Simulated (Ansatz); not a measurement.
# One shape, several levels: triplet InCl3

We compute a comparison of 6 runs (UHF/def2-SVP, UPBE-QIDH/def2-SVP, UPBE/def2-SVP, UBCCD(T)/def2-SVP, UCCSD/def2-SVP, UCCSD(T)/def2-SVP) of triplet InCl3. 

Program for the calculation: Ansatz 0.2.0.

42 further runs of the same task are left out: 6 that didn't finish, 36 set aside as unsound or not needed.

**1. The system as given**

InCl3: 4 atoms, total charge 0, spin state triplet. As SMILES of the parent species, `[Cl][In]([Cl])[Cl]`. Geometry: relaxed at PBE0-D4/def2-TZVP. That shape belongs to the parent species and isn't relaxed for this state.

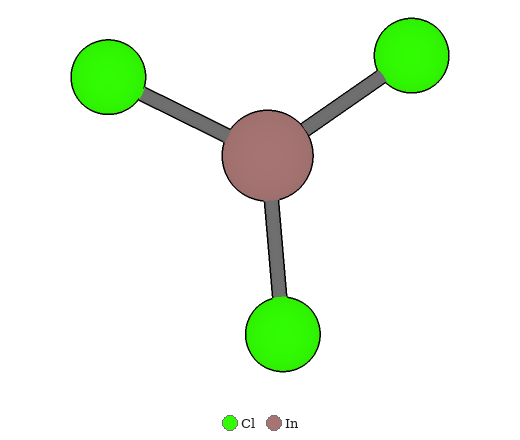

The structure, seen from a chosen angle (chlorine green, indium brown).

**2. The energy at UHF/def2-SVP (core potential) (run 1)**

File run.yaml:

```yaml
crystal:
  periodic: [false, false, false]
  atoms:
    - symbol: Cl
      position_ang: [-0.202900, 0.521500, 2.213600]
    - symbol: In
      position_ang: [0.014400, -0.014800, -0.005300]
    - symbol: Cl
      position_ang: [1.015900, -1.985200, -0.615300]
    - symbol: Cl
      position_ang: [-0.772000, 1.418300, -1.613200]
basis:
  gaussian:
    orbitals: def2-SVP
magnetization:
  spin_polarized: true
  initial_magnetization: 2
hamiltonian:
  xc: hf
accuracy: high
output:
  orbitals: {seedname: orbitals}
```

Command:

```console
ansatz run run.yaml --threads 1 --pin off --max-ram 3480MiB --events-out events.jsonl --progress --plain --runs-dir runs
```

The log of the run:

```text
Warning: RAYON_NUM_THREADS=1 ignored (pool sized by the plan → 1); use --threads N
Functional definition: HF
  name "HF"
  exchange = exact_x
  correlation = 0
1621 factors; integrals over basis functions are off by at most 1.1e-8 eV
mean field evaluation 1: about -42644.6706 eV, gradient 9.9e0 eV
mean field evaluation 2: about -42644.7020 eV, gradient 1.0e1 eV
mean field evaluation 4: about -42645.6768 eV, gradient 2.8e0 eV
mean field evaluation 8: about -42646.5578 eV, gradient 3.2e-1 eV
mean field evaluation 16: about -42646.5629 eV, gradient 1.0e-7 eV
mean field evaluation 32: about -42646.4438 eV, gradient 1.1e-1 eV
mean field evaluation 64: about -42646.0584 eV, gradient 1.3e0 eV
mean field evaluation 96: about -42645.6841 eV, gradient 6.9e-1 eV
mean field evaluation 128: about -42645.5474 eV, gradient 2.0e-1 eV
mean field evaluation 160: about -42645.2480 eV, gradient 6.2e-1 eV
mean field evaluation 192: about -42645.5538 eV, gradient 2.4e-1 eV
mean field evaluation 224: about -42645.5216 eV, gradient 1.2e-1 eV
mean field evaluation 256: about -42644.7174 eV, gradient 1.9e0 eV
mean field evaluation 288: about -42645.3826 eV, gradient 1.1e-3 eV
mean field -42646.56294442 eV, -1567.2322813289 hartree, gradient 2.0e-8 eV, S^2 2.015495; 4 other end points of the search recorded, 0 dependent functions left out
reference -42646.56294442 eV, -1567.2322813289 hartree; 37, 35 occupied and 43, 45 virtual orbitals, 1621 factors
Total energy: -42646.56294442 eV, -1567.2322813289 hartree
```

Wall time 17 s (1 thread of Arm Neoverse V2, shared host); peak memory 0.36 GiB.

**3. The energy at UPBE-QIDH/def2-SVP (core potential) (run 2)**

File input.yaml:

```yaml
crystal:
  periodic: [false, false, false]
  atoms:
    - {symbol: Cl, position_ang: [-0.202900, 0.521500, 2.213600]}
    - {symbol: In, position_ang: [0.014400, -0.014800, -0.005300]}
    - {symbol: Cl, position_ang: [1.015900, -1.985200, -0.615300]}
    - {symbol: Cl, position_ang: [-0.772000, 1.418300, -1.613200]}
basis:
  gaussian: {orbitals: def2-SVP}
total_charge: 0
magnetization: {spin_polarized: true, initial_magnetization: 2}
hamiltonian: {xc: {name: PBE-QIDH}}
correlation: {frozen_orbitals: {Cl: 5, In: 4}}
accuracy: high
output: {orbitals: {seedname: orbitals}}
```

Command:

```console
ansatz run input.yaml --threads 1 --pin off --max-ram 3480MiB --events-out events.jsonl --progress --plain --runs-dir runs
```

The log of the run:

```text
Warning: RAYON_NUM_THREADS=1 ignored (pool sized by the plan → 1); use --threads N
Functional definition: PBE-QIDH
  name "PBE-QIDH"
  parameter a = 3^(-1/3)
  parameter c = 1/3
  exchange = (1 - a)*pbe_x + a*exact_x
  correlation = (1 - c)*pbe_c + c*(mp2_os + mp2_ss)
1621 factors; integrals over basis functions are off by at most 1.1e-8 eV
mean field evaluation 1: about -42694.3099 eV, gradient 8.3e0 eV
mean field evaluation 2: about -42694.4720 eV, gradient 8.5e0 eV
mean field evaluation 4: about -42694.9918 eV, gradient 8.8e-1 eV
mean field evaluation 8: about -42695.0058 eV, gradient 2.8e-1 eV
mean field evaluation 16: about -42695.4672 eV, gradient 2.0e-1 eV
mean field evaluation 32: about -42695.4674 eV, gradient 6.2e-2 eV
mean field -42695.46998030 eV, -1569.0295817471 hartree, gradient 2.1e-8 eV, S^2 2.011991; 6 other end points of the search recorded, 0 dependent functions left out
19 core orbitals not correlated: weight in the atoms' cores, before any rotation towards them, 1.000 or more for the frozen orbitals, at most 0.000 for the correlated occupied ones
reference -42695.46998158 eV, -1569.0295817941 hartree; 18, 16 occupied and 43, 45 virtual orbitals, 1621 factors
second order -14.11419241 eV of doubles, -0.00000000 eV of singles
Total energy: -42700.17471238 eV, -1569.2024774621 hartree
```

Wall time 38 s (1 thread of Arm Neoverse V2, shared host); peak memory 0.48 GiB.

Runs 3 to 5 aren't shown in full; the table further down has their settings and results.

**4. The energy at UCCSD(T)/def2-SVP (core potential) (run 6)**

File in.yaml:

```yaml
basis:
  gaussian:
    orbitals: def2-SVP
crystal:
  periodic: [false, false, false]
  atoms:
    - {symbol: Cl, position_ang: [-0.202900, 0.521500, 2.213600]}
    - {symbol: In, position_ang: [0.014400, -0.014800, -0.005300]}
    - {symbol: Cl, position_ang: [1.015900, -1.985200, -0.615300]}
    - {symbol: Cl, position_ang: [-0.772000, 1.418300, -1.613200]}
magnetization:
  spin_polarized: true
  initial_magnetization: 2
scf:
  omitted_lower_state_checks: [cluster_reference, increment]
accuracy: high
correlation:
  method: ccsd_t
  frozen_orbitals: {Cl: 5, In: 4}
total_charge: 0
```

Command:

```console
ansatz run in.yaml --threads 1 --pin off --max-ram 3480MiB --events-out events.jsonl --progress --plain --runs-dir runs
```

The log of the run:

```text
Warning: RAYON_NUM_THREADS=1 ignored (pool sized by the plan → 1); use --threads N
[... 16 lines left out ...]
19 core orbitals not correlated: weight in the atoms' cores, before any rotation towards them, 1.000 or more for the frozen orbitals, at most 0.000 for the correlated occupied ones
[... 42 lines left out ...]
Total energy: -42660.44290905 eV, -1567.7423606210 hartree
Checks for a lower state left out: cluster_reference, increment
```

Run time: 93 s. Hardware: 1 thread of Arm Neoverse V2, shared host; peak memory 0.58 GiB.

**5. Overview of the runs**

```
run                                level  frozen core orbitals   energy (Eh)   ⟨S²⟩  wall time
  1        UHF/def2-SVP (core potential)                     –  -1567.232281  2.015       17 s
  2  UPBE-QIDH/def2-SVP (core potential)                    19  -1569.202477  2.012       38 s
  3       UPBE/def2-SVP (core potential)                     –  -1569.720445  2.001       42 s
  4   UBCCD(T)/def2-SVP (core potential)                    19  -1567.742677  2.015    1.8 min
  5      UCCSD/def2-SVP (core potential)                    19  -1567.729817  2.015       78 s
  6   UCCSD(T)/def2-SVP (core potential)                    19  -1567.742361  2.015       93 s
```

**6. Summary of results**

| quantity | value |
| --- | --- |
| run 6: total energy | -1567.74236 Eh |
| run 6: correlation energy (19 core orbitals frozen) | -510.1 mEh |
| run 6: (T) correction | -12.54 mEh |
| run 6: ⟨S²⟩ of the reference determinant | 2.015 |
| run 6: T1 diagnostic | 0.024 |

In words: Below the UHF energy at the same shape and in the same basis (def2-SVP): UBCCD(T) -510.4 mEh; UCCSD -497.5 mEh; UCCSD(T) -510.1 mEh. Totals of different functionals can't be ranked against each other. All runs together took 6.3 min, the longest 1.8 min.
